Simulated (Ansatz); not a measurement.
Base system: AlN in the zinc blende structure (space group F-43m, No. 216; a = 4.342 Å).

Structures relaxed with LDA, PAW, 420 eV (Ansatz, a program for electronic structure; spin-orbit coupling left out).

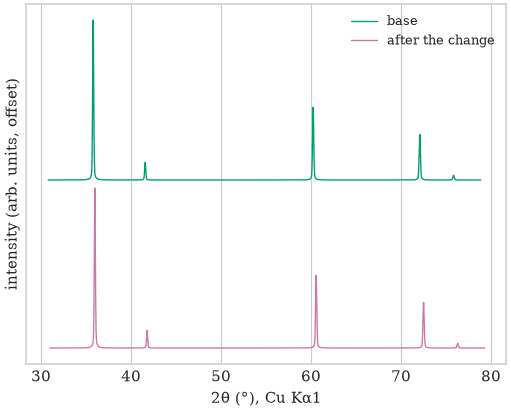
Simulated powder patterns before (top) and after one change

Question: Which change produced these results?
A. isotropic strain +0.50 %
B. isotropic strain −1.00 %
C. isotropic strain −2.50 %
D. isotropic strain −0.50 %

Answer: D, isotropic strain −0.50 %. Its volume per atom is 10.08 Å³ against 10.23 Å³, and its space group is F-43m (No. 216).

Whether these cells are dynamically stable was not tested. This is not the structure that AlN has at room temperature and ambient pressure.
